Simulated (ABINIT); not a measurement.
# Ba2TaBiO6 (R-3): G0W0 in ABINIT against the exchange cutoff, part 2 of 2

Wanted: the cheapest exchange cutoff that holds the gap of Ba2TaBiO6 (R-3).

ABINIT 10.8.3; LDA and many-body steps on it, plane waves. Known limits of the many-body steps: not at the basis limit; exchange with frozen shells missing; no spin-orbit coupling; coarse k mesh.

So far. Step 2 (Screening, 2×2×2 mesh, 150 bands, screening to 130.6 eV): Local fields lower ε∞ by 8 %. On a Γ-centred mesh this coarse the value itself is usually too large, while a short band sum pulls it down. Step 5 (14.4 Ha): The gap on the mesh goes from 2.57 eV to 3.58 eV, a correction of +1.01 eV.

### 6. 25.2 Ha

Level of this step: G0W0 on LDA, plane waves, norm-conserving pseudopotentials (ABINIT).

Contents of run.abi:

```
acell 3*1.0 Angstrom
rprim 
  3.075626834241 1.775713980676 4.956223105800
  -3.075626834241 1.775713980676 4.956223105800
  0.000000000000 -3.551427961352 4.956223105800
ntypat 4
znucl 56 73 83 8
natom 10
typat 1 1 2 3 4 4 4 4 4 4
xred 
  0.748816000000 0.748816000000 0.748816000000
  0.251184000000 0.251184000000 0.251184000000
  0.500000000000 0.500000000000 0.500000000000
  0.000000000000 0.000000000000 0.000000000000
  0.725510000000 0.218856000000 0.322035000000
  0.218856000000 0.322035000000 0.725510000000
  0.322035000000 0.725510000000 0.218856000000
  0.274490000000 0.781144000000 0.677965000000
  0.677965000000 0.274490000000 0.781144000000
  0.781144000000 0.677965000000 0.274490000000
pp_dirpath "pseudos"
pseudos "Ba.upf, Ta.upf, Bi.upf, O.upf"
ecut 36
ngkpt 2 2 2
nshiftk 1
shiftk 0 0 0
kptopt 1
chksymbreak 0
istwfk *1
occopt 1
irdwfk 1
optdriver 4
nband 150
gwcalctyp 0
ecutsigx 25.2
symsigma 1
nkptgw 3
kptgw 
  0.5000000000 0.5000000000 0.5000000000
  0.5000000000 0.0000000000 0.0000000000
  0.0000000000 0.0000000000 0.0000000000
bdgw 
  41 45
  41 44
  40 44
ecuteps 4.8
irdscr 1
ppmodel 1
indata_prefix "in"
outdata_prefix "out"
tmpdata_prefix "tmp"
```

Command:

```bash
> OMP_NUM_THREADS=1 mpirun -n 8 abinit run.abi > log
```

Log:

```text
.Version 10.8.3 of ABINIT. v10.8.2 released Aug 2026.

 Symmetries : space group R-3 (#148); Bravais hR (rhombohedral)
[... echo of the input left out ...]
== DATASET  1 ==================================================================
-   mpi_nproc: 8, omp_nthreads: 1 (-1 if OMP is not activated)

--- !DatasetInfo
iteration_state: {dtset: 1, }
dimensions: {natom: 10, nkpt: 4, mband: 150, nsppol: 1, nspinor: 1, nspden: 1, mpw: 11312, }
cutoff_energies: {ecut:  36.0, pawecutdg:  -1.0, }
[...]
Band     E0 <VxcDFT>   SigX SigC(E0)      Z dSigC/dE  Sig(E)    E-E0       E
[...]
43   9.016 -13.028  -8.883  -2.664   0.830  -0.205 -11.799   1.229  10.245
       44   9.195 -15.313  -9.481  -3.484   0.815  -0.227 -13.400   1.913  11.109

== END DATASET(S) ==============================================================
================================================================================

 -outvars: echo values of variables after computation  --------
           etotal      0.0000000000E+00
            nband         150
             nkpt           4
          spgroup         148
 [... the other variables as echoed above ...]

 Calculation completed.
```

Wall time 25 s (8 MPI ranks of AMD EPYC 9B14 (Zen 4), shared host); peak memory 2.6 GiB; 3.3 min of CPU time.

This step gave:

* G0W0 gap on the points computed: 3.670 eV
* starting gap on the mesh: 2.566 eV
* k of the valence top: 0.5, 0.5, 0.5
* k of the conduction bottom: 0.5, 0, 0
* least direct G0W0 gap on the computed points: 3.706 eV

Against the run before, the gap moves by +0.094 eV.

### 7. 36 Ha

Edit run.abi of step 6 so:

```diff
@@ -34,3 +34,3 @@
 gwcalctyp 0
-ecutsigx 25.2
+ecutsigx 36
 symsigma 1
```

Log:

```text
.Version 10.8.3 of ABINIT. v10.8.2 released Aug 2026.

 Symmetries : space group R-3 (#148); Bravais hR (rhombohedral)
[... echo of the input left out ...]
== DATASET  1 ==================================================================
-   mpi_nproc: 8, omp_nthreads: 1 (-1 if OMP is not activated)

--- !DatasetInfo
iteration_state: {dtset: 1, }
dimensions: {natom: 10, nkpt: 4, mband: 150, nsppol: 1, nspinor: 1, nspden: 1, mpw: 11312, }
cutoff_energies: {ecut:  36.0, pawecutdg:  -1.0, }
[...]
Band     E0 <VxcDFT>   SigX SigC(E0)      Z dSigC/dE  Sig(E)    E-E0       E
[...]
43   9.016 -13.028  -8.888  -2.664   0.830  -0.205 -11.803   1.225  10.241
       44   9.195 -15.313  -9.486  -3.484   0.815  -0.227 -13.404   1.909  11.105

== END DATASET(S) ==============================================================
================================================================================

 -outvars: echo values of variables after computation  --------
           etotal      0.0000000000E+00
            nband         150
             nkpt           4
          spgroup         148
 [... the other variables as echoed above ...]

 Calculation completed.
```

It took 23 s on 8 MPI ranks; peak memory 2.6 GiB; 3 min of CPU time.

This step gave:

```yaml
g0w0_gap_on_the_points_computed: 3.683 eV
starting_gap_on_the_mesh: 2.566 eV
k_of_the_valence_top: 0.5, 0.5, 0.5
k_of_the_conduction_bottom: 0.5, 0, 0
least_direct_g0w0_gap_on_the_computed_points: 3.718 eV
```

Against the run before, the gap moves by +0.013 eV.

### 8. Side by side

Times are wall times on 8 MPI ranks of AMD EPYC 9B14 (Zen 4), shared host, good to a factor of about two. A run's time includes the screening step that it read.

```
    run   mesh  bands  screening cutoff (eV)  DFT gap (eV)  gap on the mesh (eV)  direct (eV)  ε∞ used  time
 3.6 Ha  2×2×2    150                  130.6         2.566                 2.516        2.556     6.55  57 s
 7.2 Ha  2×2×2    150                  130.6         2.566                 3.251        3.288     6.55  66 s
14.4 Ha  2×2×2    150                  130.6         2.566                 3.576        3.613     6.55  69 s
25.2 Ha  2×2×2    150                  130.6         2.566                 3.670        3.706     6.55  68 s
  36 Ha  2×2×2    150                  130.6         2.566                 3.683        3.718     6.55  66 s
```

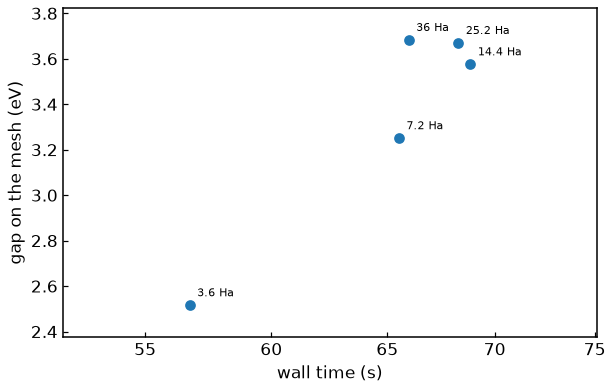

Result against wall time.

### 9. What came out

| Property | Result |
| --- | --- |
| 3.6 Ha | 2.516 eV |
| 7.2 Ha | 3.251 eV |
| 14.4 Ha | 3.576 eV |
| 25.2 Ha | 3.670 eV |
| 36 Ha | 3.683 eV |
| known limits | not at the basis limit; exchange with frozen shells missing; no spin-orbit coupling; coarse k mesh |

What this shows: The setting moved: exchange cutoff. From 3.6 Ha to 36 Ha the gap moves by +1.17 eV. The last step still moves it by +0.013 eV. Bands and screening cutoff are coupled, so a series along one setting does not show full convergence. Below the screening cutoff the correlation part is cut too. Bands and cutoff are finite, so the gap is not at the basis limit. The miss can reach some tenths of an eV and take either sign; the mesh is an error of its own. In the G0W0 runs levels were corrected at 3 k points alone, so a gap called «on the mesh» is the least over those, and an edge elsewhere would be missed. The 2×2×2 mesh is coarse for this cell, which bears on the long-range parts of exchange and screening. Where an edge is built on 6p states of lead, bismuth or thallium, scalar-relativistic gaps usually stand too wide, by a few tenths to over one eV. The norm-conserving file of at least one element keeps a d shell over frozen s and p shells of the same row. Exchange with those shells is missing from the self-energy, an error of 0.3 to 0.9 eV in cases checked, whose sign depends on which edge lies on those atoms. The many-body steps are scalar-relativistic: spin-orbit coupling is not in them.

[Paths, hosts, dates, memory and timing lines, banners, echoed tables and standing remarks are left out of the program output.]

[Logs are printed without paths, hosts, clocks, repeated set-up lines and the standing remarks that a program may print on its own settings, such as how far it seeks lower states.]

[Runs of the session that timed out or met a known fault of the program may be left out.]

[Hosts, paths, dates, database ids (printed as entryN), source tags and the programs' standing remarks are cut or masked in the printed files.]

[G0W0 gaps are taken among the corrected bands and points alone; a level outside them can change the order at an edge.]

[Where Ansatz stands beside ABINIT at settings called matched, ABINIT's density can come from a denser mesh and the files from another edition; pairs whose starting gaps differed by over 0.03 eV were left out, so agreement reads better than it is.]
